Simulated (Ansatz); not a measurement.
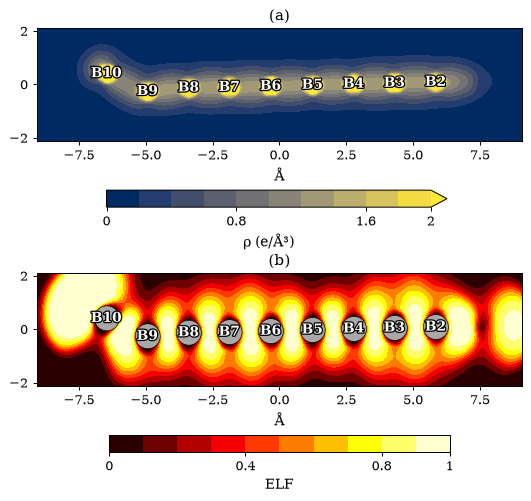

The picture shows: B$_{10}$. (a) total electron density; (b) electron localisation function on the plane of atoms B8, B9 and B10. Grey discs cover the atomic cores in the ELF map.

Geometry: PBE0-D4/def2-TZVP.

Method: Ansatz, RKS PBE0-D4/def2-TZVPP.

```xyz
10

B    -1.8267    3.7378   -5.5394
B    -1.4524    3.3678   -3.9565
B    -1.0220    2.3666   -2.8641
B    -0.5996    1.4587   -1.7130
B    -0.1691    0.5277   -0.5564
B     0.2699   -0.4169    0.6083
B     0.6987   -1.3499    1.7639
B     1.1078   -2.2726    2.9080
B     1.6259   -3.1780    4.0451
B     1.3676   -4.2412    5.3041
```

**Interpret the plot.**

- The section cuts through B sites.
- B–B (1.53 Å): the density is about 1.3 e/Å³ at the midpoint; the ELF peaks at about 0.95 between the atoms, as expected for localised, covalent bonding.
- B–B (1.67 Å): ρ is about 1.1 e/Å³ halfway; the ELF peaks at about 1 between the atoms, as expected for localised, covalent bonding.
- The ELF also peaks beside B10, away from the bonds: lone-pair regions.
